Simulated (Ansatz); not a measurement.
# Electron scattering at the Σ3 (111) boundary in fcc Ni

Wanted: what the Σ3 (111) boundary in fcc Ni costs an interconnect.

Method: Ansatz plane-wave DFT, PBE, PAW files, collinear spin; relaxation of a bicrystal slab with its lowest layers held; PAW set soft_1, in the first sound run; inputs show where later runs differ, in Ansatz 0.2.0.

## (1) The structure

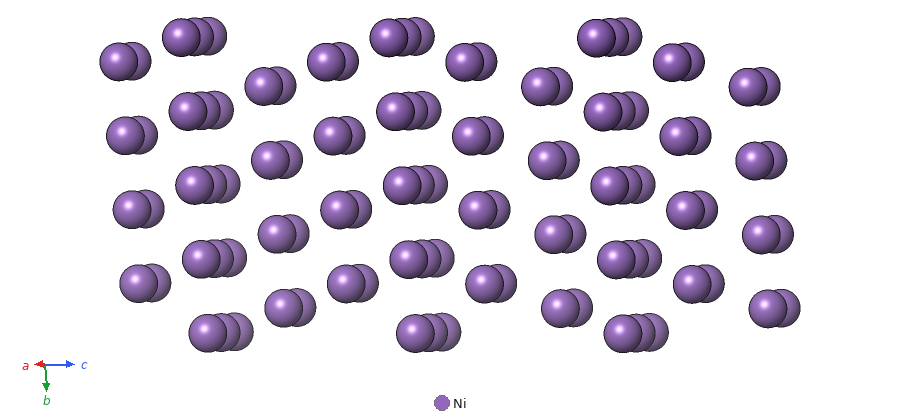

Start, viewed from the side, with the c axis across the page; nickel purple. 2×4×1 cells are drawn. Some periodic images of atoms are drawn too.

The cell holds 10 atoms: 10 Ni. Cell: a = 2.492 Å, b = 2.492 Å, c = 29.311 Å, α = 90.0°, β = 90.0°, γ = 120.0°. It derives from Ni. built on the (1 1 1) plane; 1 overlapping atoms removed and the grains opened by 0 Å. Vacuum lies along c.

## (2) Relaxing the bicrystal

The boundary is built by mirroring the lower grain in the boundary plane and removing any atoms that overlap. A thin bicrystal slab is relaxed first, with the lowest layers held and the upper grain free to shift and open.

input.yaml

```yaml
crystal:
  lattice:
    - [2.4918442969, 0.0, 0.0]
    - [-1.2459221485, 2.1580004634, 0.0]
    - [0.0, 0.0, 29.3112411374]
  atoms:
    - { symbol: Ni, position: [0.6666666666, 0.3333333333, 0.1705830189], spin: 1.0 }
    - { symbol: Ni, position: [1.0, 0.0, 0.2399960587], spin: 1.0 }
    - { symbol: Ni, position: [0.3333333333, 0.6666666667, 0.3094090985], spin: 1.0 }
    - { symbol: Ni, position: [0.6666666667, 0.3333333333, 0.3788221384], spin: 1.0 }
    - { symbol: Ni, position: [0.0, 0.0, 0.4482351782], spin: 1.0 }
    - { symbol: Ni, position: [0.6666666667, 0.3333333333, 0.517648218], spin: 1.0 }
    - { symbol: Ni, position: [0.3333333333, 0.6666666667, 0.5870612579], spin: 1.0 }
    - { symbol: Ni, position: [1.0, 0.0, 0.6564742977], spin: 1.0 }
    - { symbol: Ni, position: [0.6666666666, 0.3333333333, 0.7258873375], spin: 1.0 }
    - { symbol: Ni, position: [0.3333333333, 0.6666666667, 0.7953003774], spin: 1.0 }
magnetization:
  spin_polarized: true
kpoints:
  mp_grid: { grid: [11, 11, 1] }
hamiltonian:
  xc: pbe
  pseudopotentials: { kind: paw, azcp: { folder: soft_1 } }
scf:
  occupations: { method: fermi_dirac, width: 0.1 }
relax:
  f_tol: 0.03
  max_steps: 80
  constraints: [{ sites: [0, 1] }]
```

Run with:

```console
> ansatz run input.yaml --threads 8 --pin off --max-ram 15360MiB --backend cpu --events-out ev --progress --plain --runs-dir out
```

Numbers of over 12 decimals in the logs are rounded to 6 here.

What it wrote:

```text
Engine: ansatz 0.2.0, aarch64-unknown-linux-gnu
Pseudopotentials: kind: paw
Pseudopotential: Ni, paw, valence charge 18, recommended cutoff 420 eV (normal), soft_1/Ni.paw.azcp
Functional definition: PBE
  parameter kappa = 0.804
  parameter beta = 0.066725
  exchange = pbe_x(kappa = kappa, mu = beta*pi^2/3)
  correlation = pbe_c(beta = beta)
Crystal: 10 atoms, lattice volume = 157.618 Å³
Basis set: ecut = 420 eV, 2971 PW (Γ), exchange–correlation on 36×36×400 points (8 copies of the dense FFT grid, shifted against one another)
Bands: 114, of which v1, the nominal top of the filled ones, is band 90 counted from 1 (89 counted from 0)
Symmetry: 6 space group operations
Space group: P3m1 (ITA 156), of the structure as read, at distance tolerance 5.4e-5 Å
Magnetic group: BNS 156.49 (UNI 1279), of the structure as read, at distance tolerance 5.4e-5 Å
k-points: 16 of 121 (time reversal used)
Non-local potential: Ni, projectors of the file, l = 0: 3, l = 1: 2, l = 2: 3, l = 3: 1
PAW form: soft (Blöchl's): semilocal exchange-correlation on the pseudo side does not see the compensation charge
PAW one-centre angular grid: Ni, 590 points (default); XC on 64 Gauss nodes
Initial density: superposition of atomic densities (neutral atoms: chi_scale 0, normalization atom)
Starting moments: Σ|m| = 10 μB on 10 of 10 sites
Initial wavefunctions: pseudopotential atomic-orbital guess
Functional: x = pbe(κ = 0.804, μ = 0.219515), c = pbe(β = 0.066725)
SCF iter   1: F=—  HF=-58388.973894 eV  |F-HF|=—  |Δ(HF+E_count)|=         —  Δρ=4.24e-2 (↑2.20e-2 ↓4.24e-2)  dr2=8.89e0  dr2_m=2.05e-1  M=9.021 μB ∫|m|=9.598 μB  β_m=0.30  ethr=3.10e-3  ⟨swp⟩=6.5  Hψ=14300  notcnv=0  defer=161
Mixer restart at iter 1: flushing history
preconditioner: auto → LDOS  [metal: Δε(μ)=0.001 eV  Ē_g=8.535 eV  σ=0.100 eV  W_gap=0.00  n_scr=26 (ndim 8)  ℏωp=29.6 eV  f_vac=0.279  D(μ)=16.77/eV (n_scr^D=226)]
spin=Collinear: LDOS preconditioning applied to the charge; magnetization (m = ρ↑ − ρ↓) channel mixes plain (no charge-response kernel on spin).
SCF iter   2: F=—  HF=-58389.229699 eV  |F-HF|=—  |Δ(HF+E_count)|=   2.56e-1  Δρ=1.17e-2 (↑1.17e-2 ↓1.04e-2)  dr2=4.88e-1  dr2_m=5.31e-2  M=8.512 μB ∫|m|=9.246 μB  β_m=0.30  ethr=3.10e-3  ⟨swp⟩=2.8  Hψ=5888  notcnv=0  defer=275
SCF iter   3: F=—  HF=-58392.025472 eV  |F-HF|=—  |Δ(HF+E_count)|=    2.80e0  Δρ=7.88e-3 (↑5.47e-3 ↓7.88e-3)  dr2=1.17e-1  dr2_m=3.35e-2  M=8.225 μB ∫|m|=9.064 μB  β_m=0.46  ethr=2.71e-4  ⟨swp⟩=2.7  Hψ=6392  notcnv=0  defer=273
SCF iter   4: F=—  HF=-58395.102776 eV  |F-HF|=—  |Δ(HF+E_count)|=         —  Δρ=2.43e-2 (↑1.49e-2 ↓2.43e-2)  dr2=1.52e-1  dr2_m=5.44e-1  M=6.783 μB ∫|m|=7.709 μB  β_m=0.46  ethr=6.49e-5  ⟨swp⟩=2.8  Hψ=7516  notcnv=0  defer=275
SCF iter   5: F=—  HF=-58395.545833 eV  |F-HF|=—  |Δ(HF+E_count)|=   4.43e-1  Δρ=1.77e-2 (↑9.22e-3 ↓1.77e-2)  dr2=9.97e-2  dr2_m=2.53e-1  M=6.630 μB ∫|m|=7.549 μB  β_m=0.60  ethr=6.49e-5  ⟨swp⟩=1.8  Hψ=4625  notcnv=0  defer=274
SCF iter   6: F=—  HF=-58396.235171 eV  |F-HF|=—  |Δ(HF+E_count)|=   6.89e-1  Δρ=7.82e-3 (↑7.82e-3 ↓6.39e-3)  dr2=2.94e-1  dr2_m=5.74e-3  M=6.364 μB ∫|m|=7.288 μB  β_m=0.50  ethr=5.54e-5  ⟨swp⟩=2.8  Hψ=7339  notcnv=0  defer=287
SCF iter   7: F=—  HF=-58396.201862 eV  |F-HF|=—  |Δ(HF+E_count)|=   3.33e-2  Δρ=1.76e-3 (↑1.76e-3 ↓1.17e-3)  dr2=1.76e-2  dr2_m=1.33e-3  M=6.269 μB ∫|m|=7.201 μB  β_m=0.47  ethr=5.54e-5  ⟨swp⟩=2.1  Hψ=7337  notcnv=0  defer=296
SCF iter   8: F=—  HF=-58396.199492 eV  |F-HF|=—  |Δ(HF+E_count)|=   2.37e-3  Δρ=6.13e-4 (↑6.13e-4 ↓4.80e-4)  dr2=2.25e-3  dr2_m=2.16e-4  M=6.277 μB ∫|m|=7.209 μB  β_m=0.58  ethr=9.77e-6  ⟨swp⟩=2.0  Hψ=4959  notcnv=0  defer=296
SCF iter   9: F=—  HF=-58396.199294 eV  |F-HF|=—  |Δ(HF+E_count)|=   1.98e-4  Δρ=4.03e-4 (↑4.03e-4 ↓3.19e-4)  dr2=3.57e-4  dr2_m=8.16e-5  M=6.281 μB ∫|m|=7.209 μB  β_m=0.53  ethr=1.25e-6  ⟨swp⟩=2.1  Hψ=5120  notcnv=0  defer=296
SCF iter  10: F=—  HF=-58396.199178 eV  |F-HF|=—  |Δ(HF+E_count)|=   1.15e-4  Δρ=2.06e-4 (↑1.44e-4 ↓2.06e-4)  dr2=1.05e-4  dr2_m=1.90e-5  M=6.281 μB ∫|m|=7.207 μB  β_m=0.57  ethr=1.99e-7  ⟨swp⟩=2.3  Hψ=5912  notcnv=0  defer=296
SCF iter  11: F=—  HF=-58396.199257 eV  |F-HF|=—  |Δ(HF+E_count)|=   7.90e-5  Δρ=9.40e-5 (↑9.40e-5 ↓8.01e-5)  dr2=5.62e-6  dr2_m=9.43e-6  M=6.282 μB ∫|m|=7.207 μB  β_m=0.76  ethr=5.81e-8  ⟨swp⟩=2.5  Hψ=5804  notcnv=0  defer=296
SCF iter  12: F=—  HF=-58396.199286 eV  |F-HF|=—  |Δ(HF+E_count)|=   2.82e-5  Δρ=6.11e-5 (↑6.11e-5 ↓5.94e-5)  dr2=1.72e-5  dr2_m=3.65e-7  M=6.284 μB ∫|m|=7.207 μB  β_m=0.62  ethr=3.12e-9  ⟨swp⟩=2.7  Hψ=7178  notcnv=0  defer=296
SCF iter  13: F=-58396.199272 eV  HF=-58396.199283 eV  |F-HF|=1.14e-5  |Δ(HF+E_count)|=   2.37e-6  Δρ=7.91e-5 (↑3.85e-5 ↓7.91e-5)  dr2=1.39e-5  dr2_m=7.97e-7  M=6.284 μB ∫|m|=7.206 μB  ethr=3.12e-9  ⟨swp⟩=2.9  Hψ=14174  notcnv=0
SCF 1 converged in 13 iterations: F = -58396.199272 eV  dr2 = 1.39e-5
  greatest PAW one-centre occupation: 1.001 electrons in one spin orbital (limit 2), on the Ni atom at site 9 (counted from 0), in its partial waves of l = 1
relax step   1: F+E_penalty+E_count = -58396.19927187 eV  Δ(F+E_penalty+E_count) = +0.000e0 eV  max|allowed force component| = 1.599e-1 eV/Å  Δτ_max = 0.0000 Å  (13 SCF iters, dr2 threshold 2.25e-5 eV, accepted)
Initial density: handed on by an earlier stage of this run
Starting moments: Σ|m| = 10 μB on 10 of 10 sites; this step starts from the density that it was given
Initial wavefunctions: those handed on with the density
iter 1 solved again at ethr=3.53e-6 eV; its pass at ethr=3.10e-3 eV (dr2=6.35e-3 eV) is discarded
SCF iter   1: F=—  HF=-58396.201263 eV  |F-HF|=—  |Δ(HF+E_count)|=         —  Δρ=7.60e-4 (↑4.30e-4 ↓7.60e-4)  dr2=4.58e-3  dr2_m=2.09e-4  M=6.286 μB ∫|m|=7.207 μB  β_m=0.65  ethr=3.53e-6  ⟨swp⟩=2.2  Hψ=10517  notcnv=0  defer=304
preconditioner: auto → LDOS  [metal: Δε(μ)=0.004 eV  Ē_g=8.680 eV  σ=0.100 eV  W_gap=0.01  n_scr=16 (ndim 8)  ℏωp=29.6 eV  f_vac=0.287  D(μ)=17.29/eV (n_scr^D=226)]
spin=Collinear: LDOS preconditioning applied to the charge; magnetization (m = ρ↑ − ρ↓) channel mixes plain (no charge-response kernel on spin).
SCF iter   2: F=—  HF=-58396.201211 eV  |F-HF|=—  |Δ(HF+E_count)|=   5.22e-5  Δρ=4.32e-4 (↑4.32e-4 ↓3.39e-4)  dr2=1.45e-3  dr2_m=4.74e-5  M=6.286 μB ∫|m|=7.207 μB  β_m=0.37  ethr=2.54e-6  ⟨swp⟩=2.0  Hψ=5191  notcnv=0  defer=304
SCF iter   3: F=—  HF=-58396.201005 eV  |F-HF|=—  |Δ(HF+E_count)|=   2.06e-4  Δρ=2.14e-4 (↑1.96e-4 ↓2.14e-4)  dr2=7.16e-5  dr2_m=2.85e-5  M=6.285 μB ∫|m|=7.207 μB  β_m=0.37  ethr=8.08e-7  ⟨swp⟩=2.0  Hψ=5171  notcnv=0  defer=304
SCF iter   4: F=—  HF=-58396.201018 eV  |F-HF|=—  |Δ(HF+E_count)|=   1.38e-5  Δρ=1.17e-4 (↑9.54e-5 ↓1.17e-4)  dr2=7.15e-5  dr2_m=1.00e-5  M=6.285 μB ∫|m|=7.206 μB  β_m=0.48  ethr=3.98e-8  ⟨swp⟩=2.5  Hψ=6030  notcnv=0  defer=304
SCF iter   5: F=—  HF=-58396.201039 eV  |F-HF|=—  |Δ(HF+E_count)|=   2.03e-5  Δρ=5.82e-5 (↑4.76e-5 ↓5.82e-5)  dr2=2.44e-5  dr2_m=3.11e-6  M=6.284 μB ∫|m|=7.206 μB  β_m=0.55  ethr=3.97e-8  ⟨swp⟩=1.5  Hψ=4285  notcnv=0  defer=304
SCF iter   6: F=—  HF=-58396.201042 eV  |F-HF|=—  |Δ(HF+E_count)|=   3.64e-6  Δρ=3.81e-5 (↑3.81e-5 ↓2.30e-5)  dr2=6.91e-6  dr2_m=5.32e-7  M=6.284 μB ∫|m|=7.205 μB  β_m=0.50  ethr=1.35e-8  ⟨swp⟩=2.1  Hψ=4890  notcnv=0  defer=304
SCF iter   7: F=—  HF=-58396.201042 eV  |F-HF|=—  |Δ(HF+E_count)|=   4.36e-7  Δρ=1.54e-5 (↑1.54e-5 ↓1.21e-5)  dr2=2.31e-6  dr2_m=2.07e-7  M=6.284 μB ∫|m|=7.205 μB  β_m=0.54  ethr=3.84e-9  ⟨swp⟩=2.1  Hψ=4641  notcnv=0  defer=304
SCF iter   8: F=—  HF=-58396.201042 eV  |F-HF|=—  |Δ(HF+E_count)|=   3.32e-7  Δρ=8.21e-6 (↑6.99e-6 ↓8.21e-6)  dr2=6.50e-7  dr2_m=6.35e-8  M=6.283 μB ∫|m|=7.205 μB  β_m=0.62  ethr=1.28e-9  ⟨swp⟩=1.6  Hψ=4111  notcnv=0  defer=304
SCF iter   9: F=—  HF=-58396.201042 eV  |F-HF|=—  |Δ(HF+E_count)|=   2.77e-7  Δρ=2.55e-5 (↑9.06e-6 ↓2.55e-5)  dr2=4.58e-6  dr2_m=1.24e-7  M=6.283 μB ∫|m|=7.205 μB  β_m=0.50  ethr=3.61e-10  ⟨swp⟩=2.0  Hψ=5164  notcnv=0  defer=304
SCF iter  10: F=-58396.201042 eV  HF=-58396.201042 eV  |F-HF|=4.26e-7  |Δ(HF+E_count)|=   6.17e-8  Δρ=1.22e-5 (↑3.72e-6 ↓1.22e-5)  dr2=4.64e-7  dr2_m=2.99e-8  M=6.283 μB ∫|m|=7.204 μB  ethr=3.61e-10  ⟨swp⟩=2.9  Hψ=12054  notcnv=0
SCF 2 converged in 10 iterations: F = -58396.201042 eV  dr2 = 4.64e-7
  greatest PAW one-centre occupation: 1.001 electrons in one spin orbital (limit 2), on the Ni atom at site 0 (counted from 0), in its partial waves of l = 1
relax step   2: F+E_penalty+E_count = -58396.20104193 eV  Δ(F+E_penalty+E_count) = -1.770e-3 eV  max|allowed force component| = 9.502e-2 eV/Å  Δτ_max = 0.0177 Å  (10 SCF iters, dr2 threshold 1.60e-6 eV, accepted)
SCF iter   1: F=—  HF=-58396.202660 eV  |F-HF|=—  |Δ(HF+E_count)|=         —  Δρ=1.17e-3 (↑6.59e-4 ↓1.17e-3)  dr2=1.48e-2  dr2_m=5.69e-4  M=6.285 μB ∫|m|=7.204 μB  β_m=0.65  ethr=6.10e-5  ⟨swp⟩=4.5  Hψ=8236  notcnv=0  defer=301
preconditioner: auto → LDOS  [metal: Δε(μ)=0.004 eV  Ē_g=8.685 eV  σ=0.100 eV  W_gap=0.01  n_scr=16 (ndim 8)  ℏωp=29.6 eV  f_vac=0.288  D(μ)=17.26/eV (n_scr^D=226)]
spin=Collinear: LDOS preconditioning applied to the charge; magnetization (m = ρ↑ − ρ↓) channel mixes plain (no charge-response kernel on spin).
SCF iter   2: F=—  HF=-58396.202291 eV  |F-HF|=—  |Δ(HF+E_count)|=   3.69e-4  Δρ=6.39e-4 (↑6.39e-4 ↓4.80e-4)  dr2=2.32e-3  dr2_m=1.42e-4  M=6.285 μB ∫|m|=7.205 μB  β_m=0.37  ethr=8.22e-6  ⟨swp⟩=2.0  Hψ=5411  notcnv=0  defer=298
SCF iter   3: F=—  HF=-58396.201890 eV  |F-HF|=—  |Δ(HF+E_count)|=   4.01e-4  Δρ=3.24e-4 (↑2.80e-4 ↓3.24e-4)  dr2=8.65e-5  dr2_m=7.52e-5  M=6.284 μB ∫|m|=7.204 μB  β_m=0.41  ethr=1.29e-6  ⟨swp⟩=2.1  Hψ=5160  notcnv=0  defer=298
SCF iter   4: F=—  HF=-58396.201933 eV  |F-HF|=—  |Δ(HF+E_count)|=   4.29e-5  Δρ=1.95e-4 (↑1.45e-4 ↓1.95e-4)  dr2=5.52e-5  dr2_m=2.70e-5  M=6.284 μB ∫|m|=7.203 μB  β_m=0.54  ethr=4.80e-8  ⟨swp⟩=2.8  Hψ=6168  notcnv=0  defer=298
SCF iter   5: F=—  HF=-58396.201969 eV  |F-HF|=—  |Δ(HF+E_count)|=   3.57e-5  Δρ=7.98e-5 (↑7.98e-5 ↓3.98e-5)  dr2=3.42e-5  dr2_m=2.87e-6  M=6.283 μB ∫|m|=7.202 μB  β_m=0.51  ethr=3.07e-8  ⟨swp⟩=2.0  Hψ=6312  notcnv=0  defer=298
SCF iter   6: F=—  HF=-58396.201968 eV  |F-HF|=—  |Δ(HF+E_count)|=   5.88e-7  Δρ=2.92e-5 (↑2.92e-5 ↓2.83e-5)  dr2=3.13e-6  dr2_m=5.85e-7  M=6.283 μB ∫|m|=7.202 μB  β_m=0.50  ethr=1.90e-8  ⟨swp⟩=2.0  Hψ=4772  notcnv=0  defer=298
SCF iter   7: F=—  HF=-58396.201968 eV  |F-HF|=—  |Δ(HF+E_count)|=   2.98e-7  Δρ=1.94e-5 (↑1.94e-5 ↓1.93e-5)  dr2=2.65e-6  dr2_m=3.40e-7  M=6.282 μB ∫|m|=7.202 μB  β_m=0.54  ethr=1.74e-9  ⟨swp⟩=3.1  Hψ=7452  notcnv=0  defer=298
SCF iter   8: F=—  HF=-58396.201969 eV  |F-HF|=—  |Δ(HF+E_count)|=   3.33e-7  Δρ=9.75e-6 (↑7.55e-6 ↓9.75e-6)  dr2=2.49e-7  dr2_m=7.27e-8  M=6.282 μB ∫|m|=7.202 μB  β_m=0.56  ethr=1.47e-9  ⟨swp⟩=2.2  Hψ=4839  notcnv=0  defer=298
SCF iter   9: F=—  HF=-58396.201969 eV  |F-HF|=—  |Δ(HF+E_count)|=   1.16e-7  Δρ=4.71e-6 (↑4.71e-6 ↓4.09e-6)  dr2=1.42e-7  dr2_m=1.60e-8  M=6.282 μB ∫|m|=7.201 μB  β_m=0.51  ethr=1.38e-10  ⟨swp⟩=2.1  Hψ=6063  notcnv=0  defer=298
SCF iter  10: F=—  HF=-58396.201969 eV  |F-HF|=—  |Δ(HF+E_count)|=   1.83e-8  Δρ=3.29e-6 (↑3.29e-6 ↓2.24e-6)  dr2=1.47e-7  dr2_m=5.44e-9  M=6.282 μB ∫|m|=7.201 μB  β_m=0.47  ethr=7.91e-11  ⟨swp⟩=2.1  Hψ=5090  notcnv=0  defer=298
SCF iter  11: F=—  HF=-58396.201969 eV  |F-HF|=—  |Δ(HF+E_count)|=   1.59e-9  Δρ=1.30e-6 (↑1.30e-6 ↓1.19e-6)  dr2=2.20e-8  dr2_m=6.71e-10  M=6.282 μB ∫|m|=7.201 μB  β_m=0.40  ethr=7.91e-11  ⟨swp⟩=1.5  Hψ=3875  notcnv=0  defer=298
SCF iter  12: F=-58396.201969 eV  HF=-58396.201969 eV  |F-HF|=5.60e-8  |Δ(HF+E_count)|=  5.82e-10  Δρ=4.25e-6 (↑6.06e-7 ↓4.25e-6)  dr2=6.56e-8  dr2_m=5.19e-9  M=6.282 μB ∫|m|=7.201 μB  ethr=1.22e-11  ⟨swp⟩=2.4  Hψ=11157  notcnv=0
SCF 3 converged in 12 iterations: F = -58396.201969 eV  dr2 = 6.56e-8
relax step   3: F+E_penalty+E_count = -58396.20196863 eV  Δ(F+E_penalty+E_count) = -9.267e-4 eV  max|allowed force component| = 2.743e-3 eV/Å  Δτ_max = 0.0263 Å  (12 SCF iters, accepted)
SCF converged after 12 iterations
Magnetization: 6.2820 μB (93.1410 up, 86.8590 down)
Absolute magnetization: 7.2120 μB (∫|ρ↑−ρ↓|, with the PAW one-centre terms)
Spin contamination: 0.0817 ħ² per cell (⟨S²⟩ above its minimum at these occupations)
Per-site moments (μB) at R_I (Å): [(0.709376, 1.027886), (0.690787, 1.026172), (0.649629, 1.026172), (0.636572, 1.026472), (0.653464, 1.027886), (0.639683, 1.026667), (0.640399, 1.026667), (0.650777, 1.026686), (0.690320, 1.017771), (0.711542, 1.017771)]
Free energy (F): -58396.201969 eV
Harris-Foulkes:  -58396.201969 eV  (|F-HF|=5.60e-8)
Internal energy: -58395.642753 eV  (E = F + TS)
E sigma→0 (E₀):  -58395.922361 eV
Entropy (-TS):   -0.559215 eV (-55.922 meV/atom)
Fermi energy:    10.869716 eV
--- Per-component energies (eV) ---
  E_band       = -4145.236514
  E_kinetic    = 3388.351949
  E_local      = -282763.344827  (includes V_loc(G=0)·N_el)
  E_nonlocal   = -1172.152610
  E_hartree    = 141920.519502
  E_xc         = -1125.350769
  E_vxc        = -1451.675669  (∫ρ·V_xc dr)
  E_paw        = -16566.082180  (= ΣΔE_a)
  E_vpaw       = -5987.465411  (= ΣTr[D̂ρ^β])
  E_aug_tail   = 0.009747  (compensation charges beyond the density's cutoff)
  E_ewald      = 97922.406434
  E_smearing   = -0.559215  (= −TS)
  E_closure    = -0.000000  (closes the sum)
  Σ components = -58396.201969   (vs F -58396.201969, Δ=0.00e0)
--- Forces (eV/Å), atoms counted from 1 ---
  atom   1  Ni     0.00000000     0.00000000     0.15604085
  atom   2  Ni    -0.00000000    -0.00000000    -0.15550327
  atom   3  Ni    -0.00000000     0.00000000    -0.00012343
  atom   4  Ni    -0.00000000     0.00000000    -0.00004071
  atom   5  Ni    -0.00000000     0.00000000    -0.00032085
  atom   6  Ni    -0.00000000    -0.00000000    -0.00039867
  atom   7  Ni     0.00000000     0.00000000     0.00078150
  atom   8  Ni    -0.00000000     0.00000000    -0.00070015
  atom   9  Ni     0.00000000    -0.00000000    -0.00245873
  atom  10  Ni     0.00000000     0.00000000     0.00274278
  max |Σ_I F_I| component: 1.93e-5 eV/Å
--- Relaxed structure (3 steps of the walk, 3 accepted, 0 SCFs on fresh bases) ---
  F+E_penalty+E_count = -58396.20196863 eV   max|allowed force component| = 2.743e-3 eV/Å
  atoms:
    - { symbol: Ni, position: [0.666667, 0.333333, 0.170583] }
    - { symbol: Ni, position: [1.0, -1.887379141843379e-17, 0.239996] }
    - { symbol: Ni, position: [0.333333, 0.666667, 0.309235] }
    - { symbol: Ni, position: [0.666667, 0.333333, 0.378505] }
    - { symbol: Ni, position: [-1.505362890785461e-17, -1.8957343166421954e-17, 0.448043] }
    - { symbol: Ni, position: [0.666667, 0.333333, 0.517513] }
    - { symbol: Ni, position: [0.333333, 0.666667, 0.586803] }
    - { symbol: Ni, position: [1.0, -1.9027201489982676e-17, 0.656122] }
    - { symbol: Ni, position: [0.666667, 0.333333, 0.725413] }
    - { symbol: Ni, position: [0.333333, 0.666667, 0.793799] }
```

Elapsed: 2.3 min, on 8 threads of Arm Neoverse N1, shared host; peak memory 1.2 GiB; 9 min of CPU time.

The steps of the relaxation:

```csv
step,energy less that of the first step (eV),largest force component (eV/Å)
1,0.0000,0.1599
2,-0.0018,0.0950
3,-0.0027,0.0027
```

The run keeps the 6 symmetry operations that it works with, so distortions that break them were not tested.

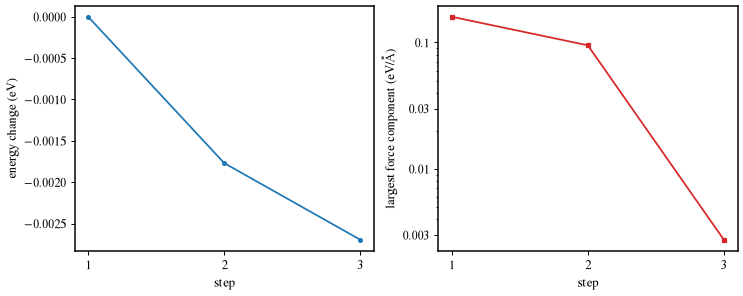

Energy and largest force along the relaxation.

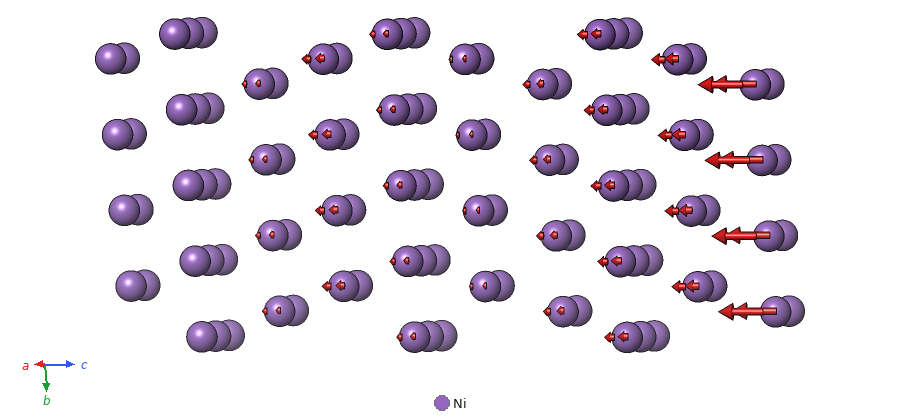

Displacements in the relaxation, exaggerated; the longest in the cell stands for 0.04 Å. 2×4×1 cells are drawn. Some periodic images of atoms are drawn too.

The atoms that moved most (Å):

```csv
atom,dx,dy,dz,length
Ni10,0.000,0.000,-0.044,0.044
Ni9,0.000,0.000,-0.014,0.014
Ni8,0.000,0.000,-0.010,0.010
Ni4,0.000,0.000,-0.009,0.009
Ni7,0.000,0.000,-0.008,0.008
Ni5,0.000,0.000,-0.006,0.006
Ni3,0.000,0.000,-0.005,0.005
```

Numbers from this step:

* free energy: -58396.2020 eV
* energy at zero smearing: -58395.9224 eV
* Fermi energy: 10.87 eV
* magnetization: 6.282 μB
* absolute magnetization: 7.212 μB

The largest force component on a free atom ends at 0.0027 eV/Å, under the tolerance of 0.03, after 3 steps.

[end of part 1 of 3]

[Logs are printed without paths, hosts, clocks, repeated set-up lines and the standing remarks that a program may print on its own settings, such as how far it seeks lower states.]

[Hosts, paths, dates, database ids (printed as entryN), source tags and the programs' standing remarks are cut or masked in the printed files.]
